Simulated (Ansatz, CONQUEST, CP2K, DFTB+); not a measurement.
# Liquid tetramethoxysilane at 280 K (105 atoms): one structure in several programs

How near do other programs and methods come to a plane-wave reference for liquid tetramethoxysilane at 280 K (105 atoms)? A plane-wave run serves as the reference.

Method: Kohn-Sham DFT, PBE, PAW, plane waves, in Ansatz 0.2.0.

## 1. The structure

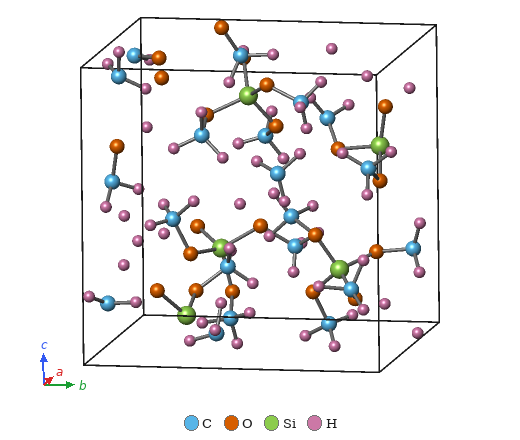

Start, viewed slightly off an axis; carbon blue, oxygen orange, silicon green, hydrogen pink. Bonds to atoms that aren't drawn are left out. Some periodic images of atoms are drawn too.

The cell holds 105 atoms: 20 C, 20 O, 5 Si and 60 H. Cell: a = 10.706 Å, b = 10.706 Å, c = 10.706 Å, α = 90.0°, β = 90.0°, γ = 90.0°. 5 tetramethoxysilane placed at random, at 1.03 g/cm³; overlaps pushed apart, then 10 ps at 430 K with MMFF94 bonds, angles, torsions, charges and radii (Halgren, J. Comput. Chem. 17, 490 (1996)) in harmonic and 12-6 forms. Snapshot after 20 ps at 280 K and fixed volume. Then every atom was moved at random, 0.03 Å r.m.s. a Cartesian component (hydrogen 0.6 of that).

## 2. The reference run

The PAW files are the set soft_2.

input.yaml

```yaml
crystal:
  lattice:
    - [10.70579, 0.0, 0.0]
    - [0.0, 10.70579, 0.0]
    - [0.0, 0.0, 10.70579]
  atoms:
    - { symbol: C, position: [0.634, 0.98937, 0.30907] }
    - { symbol: O, position: [0.56535, 0.87905, 0.30774] }
    - { symbol: Si, position: [0.61181, 0.74385, 0.23722] }
    - { symbol: O, position: [0.47673, 0.68106, 0.18272] }
    [... 95 atom lines left out ...]
    - { symbol: H, position: [0.97283, 0.76983, 0.82663] }
    - { symbol: H, position: [0.12014, 0.75081, 0.89708] }
    - { symbol: H, position: [0.033, 0.89815, 0.89195] }
    - { symbol: H, position: [0.98118, 0.02105, 0.63508] }
    - { symbol: H, position: [0.09354, 0.06154, 0.51761] }
    - { symbol: H, position: [0.02284, 0.18641, 0.59301] }
kpoints:
  mp_grid: { grid: [1, 1, 1] }
hamiltonian:
  xc: pbe
scf:
  occupations: { method: fermi_dirac, width: 0.05 }
output:
  forces: true
  eigenvalues: true
  populations: true
  stress: true
```

Command:

```bash
> ansatz run input.yaml --threads 4 --pin off --max-ram 8192MiB --backend cpu --events-out ev --progress --plain --runs-dir out
```

Numbers of over 12 decimals in the logs are rounded to 6 here.

The program printed:

```text
[...]
Pseudopotentials: kind: paw
Pseudopotential: C, paw, valence charge 4, recommended cutoff 420 eV (normal), C.paw.azcp
Pseudopotential: O, paw, valence charge 6, recommended cutoff 420 eV (normal), O.paw.azcp
Pseudopotential: Si, paw, valence charge 4, recommended cutoff 420 eV (normal), Si.paw.azcp
Pseudopotential: H, paw, valence charge 1, recommended cutoff 420 eV (normal), H.paw.azcp
[...]
Crystal: 105 atoms, lattice volume = 1227.033 Å³
Basis set: ecut = 420 eV, 23871 PW (Γ), exchange–correlation on 144×144×144 points (8 copies of the dense FFT grid, shifted against one another)
Bands: 245, of which v1, the nominal top of the filled ones, is band 140 counted from 1 (139 counted from 0)
Symmetry: 1 space group operations
Space group: P1 (ITA 1), of the structure as read, at distance tolerance 1.1e-4 Å
k-points: 1
[...]
Initial density: superposition of atomic densities (neutral atoms: chi_scale 0, normalization atom), corrected by the library's trained network
Initial wavefunctions: pseudopotential atomic-orbital guess
[...]
SCF iter   1: F=—  HF=-20507.739244 eV  |F-HF|=—  |Δ(HF+E_count)|=         —  Δρ=4.04e-3  dr2=2.66e-1  ethr=1.77e-3  ⟨swp⟩=5.0  Hψ=1067  notcnv=0  defer=87
preconditioner: auto → Resta (q_TF=auto, 2.133 Å⁻¹)  ε∞=2.2  [insulator: Δε(μ)=5.227 eV  Ē_g=16.041 eV  σ=0.050 eV  W_gap=1.00  n_scr=202 (ndim 8)  ℏωp=17.7 eV  f_vac=0.294  D(μ)=0.00/eV (n_scr^D=0)  ε∞_Penn≈2.2]
[...]
SCF iter   9: F=—  HF=-20507.702892 eV  |F-HF|=—  |Δ(HF+E_count)|=   3.93e-7  Δρ=3.29e-6  dr2=1.23e-7  ethr=3.57e-11  ⟨swp⟩=21.0  Hψ=1843  notcnv=0
SCF iter  10: F=-20507.702892 eV  HF=-20507.702892 eV  |F-HF|=1.62e-8  |Δ(HF+E_count)|=   5.65e-8  Δρ=1.25e-6  dr2=1.83e-8  ethr=3.57e-11  ⟨swp⟩=5.0  Hψ=876  notcnv=0
SCF 1 converged in 10 iterations: F = -20507.702892 eV  dr2 = 1.83e-8
[...]
SCF converged after 10 iterations
Free energy (F): -20507.702892 eV
Harris-Foulkes:  -20507.702892 eV  (|F-HF|=1.62e-8)
Internal energy: -20507.702892 eV  (E = F + TS)
E sigma→0 (E₀):  -20507.702892 eV
Fermi energy:    0.932142 eV
--- Per-component energies (eV) ---
[...]
Σ components = -20507.702892   (vs F -20507.702892, Δ=0.00e0)
--- Forces (eV/Å), atoms counted from 1 ---
  atom   1  C      0.74991504     1.29154786    -0.75201103
  atom   2  O     -0.02614457    -1.53835120    -0.34733093
  atom   3  Si    -3.94883893     1.95023879    -0.23350007
  atom   4  O      3.00004265    -0.56114531     1.59236782
[...]
atom 105  H     -0.97057315     0.88618092     0.00009522
  max |Σ_I F_I| component: 8.78e-5 eV/Å
--- Stress (GPa, compression-positive) ---
        2.564527      -1.504728      -0.480323
       -1.504727       2.540668      -0.990586
       -0.480322      -0.990585       4.054648
  P = ⅓ Tr σ = 3.0533 GPa (30.533 kbar)
--- Band table (eV) ---
  k-point 0: bands = ["-22.0294", "-21.8998", "-21.7242", "-21.4307", [... 229 levels ...], "9.9054", "10.0194", "10.0344", "10.1008", "10.1419", "10.2022", "10.2670", "10.3516", "10.3734", "10.4382", "10.4638", "10.5562"]
--- Löwdin populations: 105 sites ---
  site symbol       q [e]
     0      C      4.2084
     1      O      6.5643
     2     Si      2.2373
[...]
104      H      0.7862
  spilling = 0.015385 (of n_electrons = 280.000000)
```

It took 9.7 s on 4 threads of Intel Xeon Platinum 8259CL at 2.50GHz (Skylake/Cascade Lake), shared host; peak memory 1.3 GiB.

Numbers from this run:

```
free energy                                      : -20507.7029 eV
free energy per atom                             : -195.3115 eV/atom
SCF cycles                                       : 10
pressure                                         : 3.053 GPa
r.m.s. force component                           : 1.37 eV/Å
longest force                                    : 6.8 eV/Å
Fermi energy                                     : 0.9321 eV
gap (highest filled to lowest empty level) : 4.969 eV
spilling of the projection                       : 0.01538
```

Length of the force by element:

| element | coordination | atoms | mean length of the force (eV/Å) | spread | least | most |
| --- | --- | --- | --- | --- | --- | --- |
| C | all | 20 | 3.29 | 1.30 | 1.11 | 6.80 |
| H | all | 60 | 1.54 | 0.921 | 0.264 | 5.67 |
| O | all | 20 | 1.79 | 0.883 | 0.501 | 3.44 |
| Si | all | 5 | 3.30 | 1.72 | 1.00 | 4.92 |

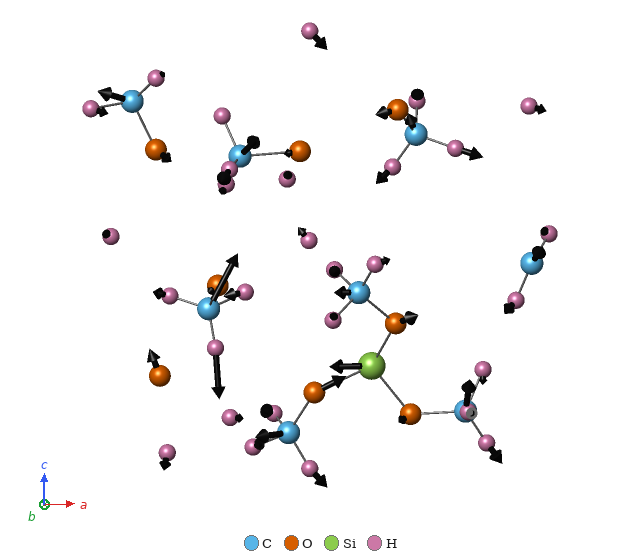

Forces as arrows; the longest in the cell is 6.80 eV/Å. Drawn is a slice 4 Å thick, seen along the normal of the ac plane. Bonds to atoms that aren't drawn are left out.

Löwdin charges by element (they lack the spilled electrons, 0.041 e an atom on average):

| element | coordination | atoms | mean charge (e) | spread | least | most |
| --- | --- | --- | --- | --- | --- | --- |
| C | all | 20 | -0.227 | 0.0201 | -0.259 | -0.192 |
| H | all | 60 | 0.192 | 0.0222 | 0.150 | 0.240 |
| O | all | 20 | -0.568 | 0.0119 | -0.586 | -0.545 |
| Si | all | 5 | 1.74 | 0.0102 | 1.73 | 1.76 |

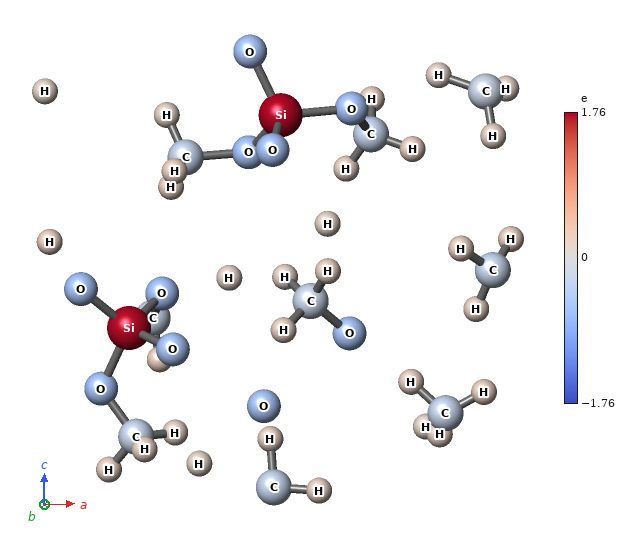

Atoms coloured by Löwdin charge. Drawn is a slice 4 Å thick, seen along the normal of the ac plane. Bonds to atoms that aren't drawn are left out.

The levels nearest the highest filled one (over half full), pooled over k-points and spins:

| level less the highest filled one (eV) | occupation |
| --- | --- |
| -0.317 | 2 |
| -0.300 | 2 |
| -0.271 | 2 |
| -0.197 | 2 |
| -0.179 | 2 |
| 0 | 2 |
| 4.97 | 0 |
| 5.61 | 0 |
| 5.67 | 0 |
| 5.76 | 0 |
| 5.82 | 0 |
| 5.87 | 0 |

## 3. Local order

Density 1.03 g/cm³, 11.69 Å³ an atom.

g(r), total and by pair (bins of 0.2 Å):

| r (Å) | total | H-H | H-C | H-O | H-Si | C-C | C-O |
| --- | --- | --- | --- | --- | --- | --- | --- |
| 0.90 | 0.19 | 0.00 | 0.85 | 0.00 | 0.00 | 0.00 | 0.00 |
| 1.10 | 4.33 | 0.00 | 19.85 | 0.00 | 0.00 | 0.00 | 0.00 |
| 1.30 | 0.28 | 0.00 | 0.00 | 0.00 | 0.00 | 0.00 | 3.88 |
| 1.50 | 0.74 | 0.11 | 0.00 | 0.00 | 0.00 | 0.00 | 8.25 |
| 1.70 | 1.60 | 3.25 | 0.00 | 0.00 | 0.00 | 0.00 | 0.00 |
| 1.90 | 0.83 | 1.83 | 0.00 | 1.06 | 0.00 | 0.00 | 0.00 |
| 2.10 | 1.06 | 0.11 | 0.00 | 4.72 | 0.00 | 0.00 | 0.00 |
| 2.30 | 0.16 | 0.46 | 0.00 | 0.07 | 0.00 | 0.00 | 0.00 |
| 2.50 | 0.53 | 0.40 | 0.06 | 0.84 | 0.25 | 0.00 | 0.00 |
| 2.70 | 1.00 | 0.59 | 0.11 | 0.93 | 2.62 | 0.00 | 0.16 |
| 2.90 | 0.99 | 0.73 | 0.52 | 1.30 | 4.12 | 0.00 | 1.58 |
| 3.10 | 0.71 | 0.62 | 0.71 | 0.85 | 0.84 | 0.00 | 1.64 |
| 3.30 | 0.78 | 0.84 | 0.97 | 0.79 | 0.31 | 0.00 | 1.34 |
| 3.50 | 0.83 | 0.84 | 0.77 | 0.53 | 2.92 | 1.01 | 1.10 |
| 3.70 | 1.10 | 1.17 | 1.33 | 0.95 | 1.31 | 1.03 | 1.33 |
| 3.90 | 1.21 | 1.09 | 1.33 | 1.33 | 0.75 | 1.93 | 1.92 |
| 4.10 | 1.23 | 1.19 | 1.48 | 1.50 | 0.77 | 1.90 | 0.80 |
| 4.30 | 1.19 | 1.29 | 1.30 | 1.21 | 0.78 | 2.50 | 0.65 |
| 4.50 | 1.22 | 1.23 | 1.23 | 1.23 | 0.80 | 2.42 | 0.85 |
| 4.70 | 1.19 | 1.30 | 1.50 | 0.90 | 0.74 | 1.88 | 0.66 |
| 4.90 | 1.08 | 1.00 | 1.40 | 1.10 | 0.81 | 0.81 | 0.61 |
| 5.10 | 0.90 | 0.91 | 0.96 | 0.75 | 1.06 | 0.75 | 1.27 |
| 5.30 | 0.95 | 1.07 | 1.11 | 0.87 | 0.76 | 0.44 | 0.74 |

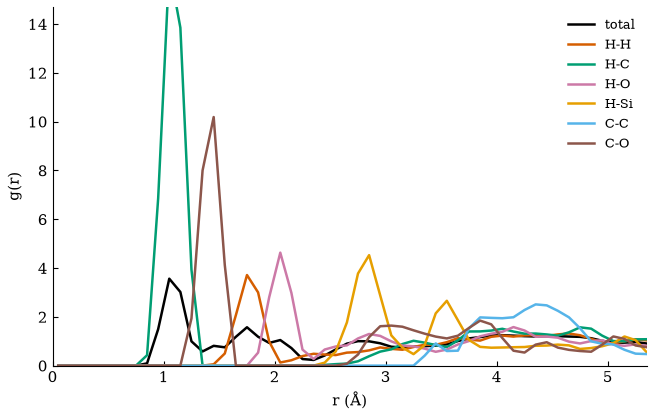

Pair distribution functions, lightly smoothed, with peaks cut at 14.

Bonds by pair of elements; cutoffs follow the first minimum of g(r), held within bounds set by covalent radii, and pairs that aren't listed don't count as bonded:

| pair A-B | cutoff (Å) | bonds | mean length (Å) | spread (Å) | shortest (Å) | B about A | A about B |
| --- | --- | --- | --- | --- | --- | --- | --- |
| H-C | 1.34 | 60 | 1.09 | 0.05 | 0.972 | 1 | 3 |
| C-O | 1.73 | 20 | 1.42 | 0.032 | 1.37 | 1 | 1 |
| O-Si | 2.12 | 20 | 1.66 | 0.053 | 1.56 | 1 | 4 |

How many atoms have how many bonded neighbours:

| element | mean | 1 | 2 | 4 |
| --- | --- | --- | --- | --- |
| C | 4 | 0 | 0 | 20 |
| H | 1 | 60 | 0 | 0 |
| O | 2 | 0 | 20 | 0 |
| Si | 4 | 0 | 0 | 5 |

## 4. The other programs

The programs:
- CONQUEST 1.3: pseudo-atomic orbitals (double zeta with polarisation, or contracted to multi-site or on-site support functions) with norm-conserving potentials on an integration grid.
- CP2K 2026.2: Gaussian basis with GTH pseudopotentials and a plane-wave density; labels give functional, basis (MOLOPT sets; SR short-range, UZH the newer set with its own potentials), grid cutoff/relative cutoff and solver (OT: orbital transformation; TRS4, TC2, SIGN: linear-scaling purification with its sparsity filter), or its built-in tight binding.
- DFTB+ 25.1: tight binding, with Slater–Koster sets (DFTB) or xTB through its tblite library.

All use the same cell and atoms; the electronic-structure runs use the same k-mesh, and an electronic temperature of 580 K (0.05 eV) where levels are smeared.

Differences are against the plane-wave reference, forces as r.m.s. over components; share is that over the reference's r.m.s. force, slope the least-squares factor from reference forces to these. Total energies of different programs have different zeros and aren't compared.

| run | Δ force, r.m.s. (meV/Å) | share (%) | slope | Δ pressure (GPa) | Δ gap (eV) | cores | CPU time | memory (GiB) |
| --- | --- | --- | --- | --- | --- | --- | --- | --- |
| reference | - | - | - | - | - | 4 | 35 s | 1.3 |
| CONQUEST PBE, grid 120 Ha | 271 | 19.8 | 1.085 | 1.88 | 0.348 | 4 | 6.2 min | 5.8 |
| CP2K PBE, DZVP-MOLOPT-SR, 420/50 Ry, OT CG (coarse) | 137 | 10.0 | 1.028 | 0.314 | 1.40 | 2 | 15 min | 1.1 |
| CP2K PBE, DZVP-MOLOPT-SR, 600/50 Ry, OT CG | 132 | 9.62 | 1.028 | 0.300 | 1.40 | 4 | 20 min | 2.8 |
| DFTB+ GFN2-xTB | 288 | 21.0 | 0.915 | -2.75 | 2.49 | 1 | 6.5 s | 0.11 |

Rows marked coarse were listed beforehand as settings not expected to be converged; some can still land near the reference.

CPU time is summed over cores on a shared host, where runs went side by side, so it is rough. Symmetry, cutoffs, thresholds, outputs and thread counts weren't matched or tuned between programs; memory under MPI is the largest rank's times the ranks.

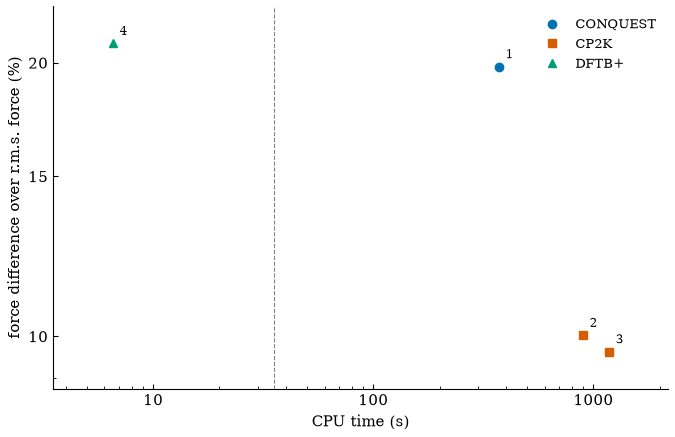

Force difference against CPU time; the dashed line marks the reference's time. Points: 1 CONQUEST PBE, grid 120 Ha; 2 CP2K PBE, DZVP-MOLOPT-SR, 420/50 Ry, OT CG; 3 CP2K PBE, DZVP-MOLOPT-SR, 600/50 Ry, OT CG; 4 DFTB+ GFN2-xTB.

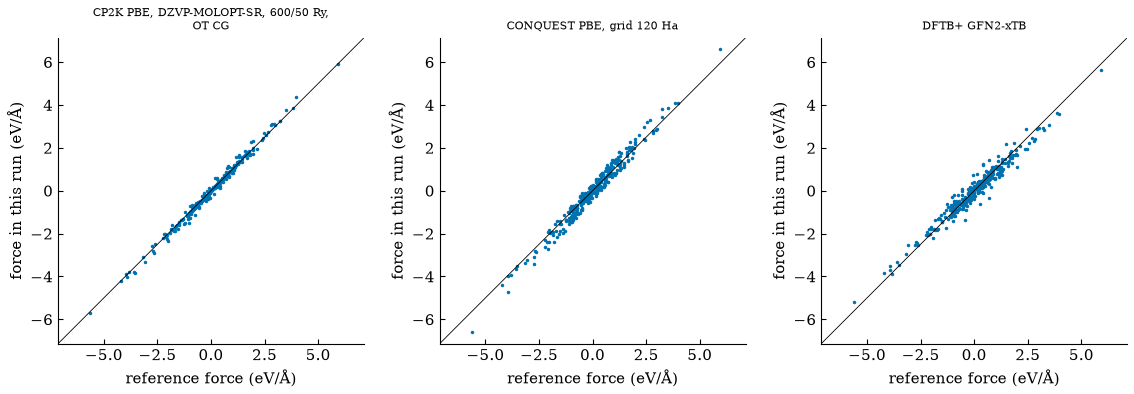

Force components against those of the reference; the line marks equality.

Runs without a result: DFTB+ IPEA1-xTB (ended with an error: overlap matrix not positive definite); CP2K PBE+rVV10L, DZVP-MOLOPT-SR, 600/50 Ry, OT CG (cut off at its time limit of 10 min).

Mean charges by element (e), by run and scheme:

| run | scheme | C | O | Si | H |
| --- | --- | --- | --- | --- | --- |
| reference | Löwdin | -0.23 | -0.57 | +1.74 | +0.19 |
| CP2K PBE, DZVP-MOLOPT-SR, 420/50 Ry, OT CG | Mulliken | -0.13 | -0.31 | +0.83 | +0.08 |
| CP2K PBE, DZVP-MOLOPT-SR, 420/50 Ry, OT CG | Hirshfeld | -0.05 | -0.20 | +0.53 | +0.04 |
| CP2K PBE, DZVP-MOLOPT-SR, 600/50 Ry, OT CG | Mulliken | -0.13 | -0.31 | +0.83 | +0.08 |
| CP2K PBE, DZVP-MOLOPT-SR, 600/50 Ry, OT CG | Hirshfeld | -0.05 | -0.20 | +0.53 | +0.04 |
| DFTB+ GFN2-xTB | Mulliken | +0.02 | -0.38 | +0.77 | +0.05 |

The reference's Löwdin charges lack the electrons that the projection spills, 0.041 e an atom on average.

Within one program, basis, potentials and functional, energies share a zero. Each run against its twin at the usual cutoff or grid and solver:

| run | twin | Δ energy (meV/atom) | Δ force, r.m.s. (meV/Å) | CPU time over the twin's |
| --- | --- | --- | --- | --- |
| CP2K PBE, DZVP-MOLOPT-SR, 420/50 Ry, OT CG | DZVP-MOLOPT-SR, 600/50 Ry, OT CG | -0.269 | 50.4 | 0.76 (this twin ran on 4 cores) |

## 5. Summary of results

```
reference r.m.s. force component                       : 1.37 eV/Å
nearest in forces                                      : CP2K PBE, DZVP-MOLOPT-SR, 600/50 Ry, OT CG, 9.6 %
farthest in forces                                     : DFTB+ GFN2-xTB, 21 %
cheapest electronic-structure run beside the reference : DFTB+ GFN2-xTB, 6.5 s of CPU time
```

**Reading.** The PBE runs in local orbitals, coarse settings apart, differ by 9.6 % (CP2K PBE, DZVP-MOLOPT-SR, 600/50 Ry, OT CG) to 20 % (CONQUEST PBE, grid 120 Ha); basis, grid and potentials can all enter. Tight binding differs by 21 % (DFTB+ GFN2-xTB); it is another model, with fitted parameters of its own, and the xTB methods hold dispersion. Runs with settings chosen to be coarse differ by 10 % (CP2K PBE, DZVP-MOLOPT-SR, 420/50 Ry, OT CG), their programs' other errors included. One electronic-structure run takes under half the reference's CPU time: DFTB+ GFN2-xTB, at 21 % in 6.5 s against 35 s; its pressure misses by -2.8 GPa. At the same functional, gaps differ from the reference's 4.97 eV by between +0.35 and +1.40 eV. A likely cause of the wide gaps: compact atomic orbitals describe empty levels worse than filled ones. In pressure, CONQUEST PBE, grid 120 Ha misses by +1.9 GPa, at the same functional. Charges hang on model, scheme and program or settings: among these rows the mean for Si runs from +0.53 to +1.74 e. In the reference: filled and empty levels are parted by 4.97 eV (at Γ alone); a semilocal functional tends to put such gaps too low. In a disordered cell it changes from sample to sample and from frame to frame. In the reference: mean Löwdin charges: C -0.23, H +0.19, O -0.57, Si +1.74 e (they miss 1.5 % of the electrons, so they add up to more than the cell's charge). Periodic xTB results under one method name differ between programs and library versions (DFTB+ here holds tblite 0.3). With short bonds to hydrogen, sets of potentials differ among themselves by several per cent in forces even at converged cutoffs, so the reference isn't exact here either. The network of contacts between molecules at the start is that of the classical potential that made the cell, and needn't be the one that DFT or experiment would give. The reference's PBE has no dispersion term, which matters for the binding between molecules or layers. The electronic-structure runs sample only Γ, in a cell whose shortest periodic width is 11 Å.

[Also dropped from logs without a mark: logging warnings of Python, and SIESTA's first energy breakdown and zero terms.]

[Logs are printed without paths, hosts, clocks, repeated set-up lines and the standing remarks that a program may print on its own settings, such as how far it seeks lower states.]

[Hosts, paths, dates, database ids (printed as entryN), source tags and the programs' standing remarks are cut or masked in the printed files.]

[The MMFF94 radii named for the starting cell were scaled by 0.96; in molecules described by MMFF94, hydrogen bound to N, O or S took a small fixed 12-6 site in their place.]
